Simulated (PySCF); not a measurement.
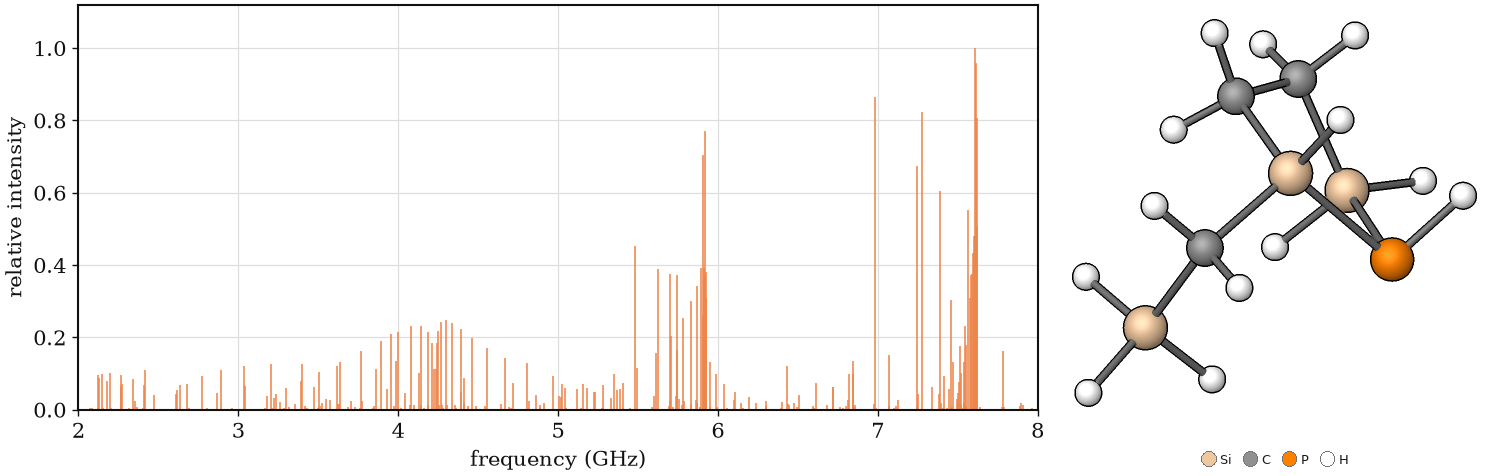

C₃H₁₃PSi₃, SMILES [SiH3]C[Si@@H]1CC[SiH2]P1. Simulated rotational absorption lines between 2 and 8 GHz at 3 K: rigid rotor with the equilibrium constants and dipole of one optimised conformer (PBE0-D3(BJ)/def2-SVP, PySCF 2.14.0), commonest isotopes; no centrifugal distortion, hyperfine structure, internal rotation or nuclear-spin weights; lines within 1 MHz of each other are summed.

### What are the rotational constants, and what kind of rotor is it?

Rotational constants A, B, C = 1.642, 0.8183, 0.7721 GHz; Ray's κ = −0.89, an asymmetric top on the prolate side.

### Which dipole components drive the lines?

|μa|, |μb|, |μc| = 0.04, 2.04, 0.51 D; b-type lines carry 95 % of the intensity in this range.

Known limits of this run: coarse grid, loose stop and no frequency check, small forces are noise and the end may be a saddle.
